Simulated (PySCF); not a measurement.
# CH6GaNO (SMILES [CH3][Ga]([NH2])[OH]): BLYP/def2-TZVP

Aim: the vertical ionisation energy of CH6GaNO at BLYP/def2-TZVP, from 2 runs. 

The calculation is run with PySCF 2.14.0.

### 1 The system as given

CH6GaNO has 10 atoms, charge 0, and is taken as a singlet. As SMILES, `[CH3][Ga]([NH2])[OH]`. The coordinates come from a PBE0-D4/def2-TZVP relaxation. This is one conformer, not always the lowest.

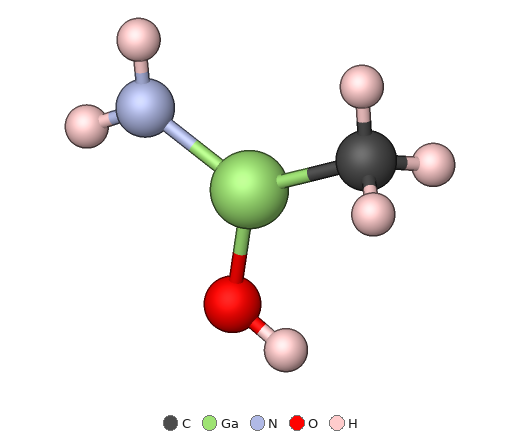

The structure, seen from a chosen angle (carbon dark grey, gallium green, nitrogen light blue, oxygen red, hydrogen pink).

### 2 A single-point energy at BLYP/def2-TZVP

Input file geometry.xyz:

```xyz
10
CH6GaNO
C     -1.438400     0.605300    -0.277700
Ga     0.382200    -0.085400    -0.099200
N      1.049200    -0.960100     1.336800
O      1.627100     0.080200    -1.383200
H     -1.933200     0.156400    -1.141400
H     -2.031200     0.388200     0.611800
H     -1.422200     1.686900    -0.427000
H      1.996300    -1.294800     1.377000
H      0.532600    -1.165900     2.172900
H      1.320800     0.538200    -2.167100
```

Input file job.py:

```python
from pyscf import gto, dft

mol = gto.M(
    atom='geometry.xyz',
    basis='def2-tzvp',
    max_memory=1860,
    verbose=3,
)

calc0 = dft.RKS(mol, xc='blyp')
calc0.conv_tol = 1e-10
calc0.grids.level = 4
calc0.kernel()
if not calc0.converged:
    calc0 = calc0.newton().run(calc0.mo_coeff, calc0.mo_occ)

e_tot = calc0.e_tot
print('E(%s) = %.9f' % ('BLYP', e_tot))
```

Started as:

```
$ OMP_NUM_THREADS=1 python job.py
```

Log:

```text
converged SCF energy = -2096.6925173568
E(BLYP) = -2096.692517357
```

Wall time 47 s (1 thread of Arm Neoverse V2, shared host); peak memory 1.5 GiB.

### 3 The doublet cation at the same level

Input file job.py:

```python
from pyscf import gto, dft

system = gto.Mole()
system.atom = [
    ('C', (-1.438400, 0.605300, -0.277700)),
    ('Ga', (0.382200, -0.085400, -0.099200)),
    ('N', (1.049200, -0.960100, 1.336800)),
    ('O', (1.627100, 0.080200, -1.383200)),
    ('H', (-1.933200, 0.156400, -1.141400)),
    ('H', (-2.031200, 0.388200, 0.611800)),
    ('H', (-1.422200, 1.686900, -0.427000)),
    ('H', (1.996300, -1.294800, 1.377000)),
    ('H', (0.532600, -1.165900, 2.172900)),
    ('H', (1.320800, 0.538200, -2.167100)),
]
system.charge = 1
system.verbose = 3
system.max_memory = 1860
system.spin = 1
system.basis = 'def2-tzvp'
system.build()

myscf = dft.UKS(system)
myscf.xc = 'blyp'
myscf.grids.level = 4
myscf.conv_tol = 1e-10
myscf.kernel()
if not myscf.converged:
    myscf = myscf.newton().run(myscf.mo_coeff, myscf.mo_occ)

e_tot = myscf.e_tot
print(f'total energy: {e_tot:.8f} hartree')
```

Started as:

```
$ OMP_NUM_THREADS=1 python job.py
```

Log:

```text
WARN: HOMO -0.302902103087503 >= LUMO -0.302902103087502

WARN: HOMO -0.453736687422385 >= LUMO -0.452809891851655

WARN: HOMO -0.452684173676912 >= LUMO -0.45238728749085

WARN: HOMO -0.45260846713003 >= LUMO -0.452364048239982

WARN: HOMO -0.452746633776969 >= LUMO -0.452337283362604

WARN: HOMO -0.453158547722612 >= LUMO -0.452278573339781

WARN: HOMO -0.453638369550333 >= LUMO -0.453043366142021

WARN: HOMO -0.453268217276409 >= LUMO -0.452559871329205

WARN: HOMO -0.453447019256834 >= LUMO -0.452871145457565

WARN: HOMO -0.453305461967636 >= LUMO -0.452625864505565

WARN: HOMO -0.453366501436356 >= LUMO -0.452864783025892

WARN: HOMO -0.453357960520567 >= LUMO -0.453041368611638

WARN: HOMO -0.453544927608956 >= LUMO -0.452619614727094

WARN: HOMO -0.453455327149099 >= LUMO -0.452991215017155

converged SCF energy = -2096.36250125513  <S^2> = 0.75627835  2S+1 = 2.0062685
total energy: -2096.36250126 hartree
```

Run time: 4 min. Hardware: 1 thread of Arm Neoverse V2, shared host; peak memory 1.6 GiB.

### 4 Summary of results

Level: BLYP/def2-TZVP.

| quantity | value |
| --- | --- |
| singlet CH6GaNO: total energy | -2096.69252 Eh |
| singlet CH6GaNO: dipole moment | 1.71 D |
| singlet CH6GaNO: HOMO energy | -5.54 eV |
| singlet CH6GaNO: LUMO energy | -0.69 eV |
| singlet CH6GaNO: HOMO–LUMO gap | 4.85 eV |
| doublet cation: total energy | -2096.36250 Eh |
| doublet cation: HOMO energy (highest over α and β) | -12.37 eV |
| doublet cation: LUMO energy (lowest over α and β) | -12.29 eV |
| doublet cation: ⟨S²⟩ | 0.756 |
| vertical ionisation energy (to the doublet cation) | 8.980 eV |

What this shows: The vertical ionisation energy comes to 8.98 eV (207 kcal/mol). The negative HOMO energy of the first species, 5.54 eV, lies 3.44 eV below that difference. Mulliken charges (singlet CH6GaNO) run from -0.55 on N3 to +0.46 on Ga2.
